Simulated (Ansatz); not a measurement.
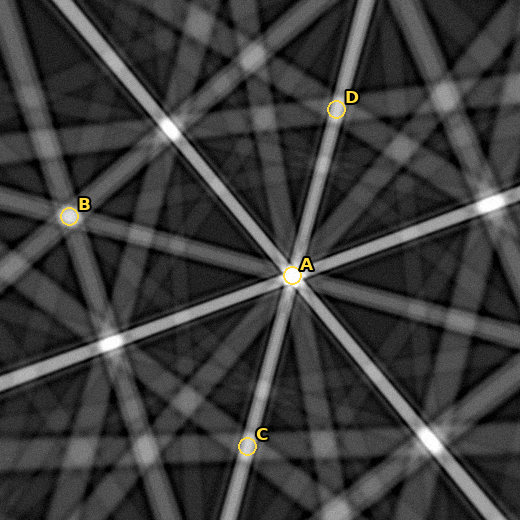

Simulated Kikuchi (electron backscatter) pattern at 30 kV: kinematic bands of width 2θ(Bragg) in gnomonic projection, seen from the camera side; the frame spans ±37° from its centre. Crystal: ZrSi₃, space group Pm-3m (No. 221), a = 4.04 Å. Structure: the input geometry of an electronic-structure calculation (not necessarily at equilibrium); the starting structure was generated, so it need not be a known form of this composition.

```cif
data_structure
_symmetry_space_group_name_H-M 'Pm-3m'
_symmetry_Int_Tables_number 221
_cell_length_a 4.0443
_cell_length_b 4.0443
_cell_length_c 4.0443
_cell_angle_alpha 90.000
_cell_angle_beta 90.000
_cell_angle_gamma 90.000
_cell_volume 66.15
loop_
_atom_site_label
_atom_site_type_symbol
_atom_site_symmetry_multiplicity
_atom_site_Wyckoff_symbol
_atom_site_fract_x
_atom_site_fract_y
_atom_site_fract_z
_atom_site_occupancy
Zr1 Zr 1 a 0.00000 0.00000 0.00000 1
Si1 Si 3 c 0.00000 0.50000 0.50000 1
```

Pole A is [110] and pole B is [11-1].

Question: Index the poles C and D.

Answer: C is [130], 26.6° from A and 43.1° from B. D is [310], 26.6° from A and 43.1° from B.

Question: Which band joins A and C, and how wide is it?

Answer: It comes from the planes common to both zones. The strongest order is 0 0 2 with d = 2.022 Å, so the band is 2θ = 2.0° wide (λ = 0.0698 Å). Other orders of the same planes (0 0 1, 0 0 4) lie on the same centre line with other widths.
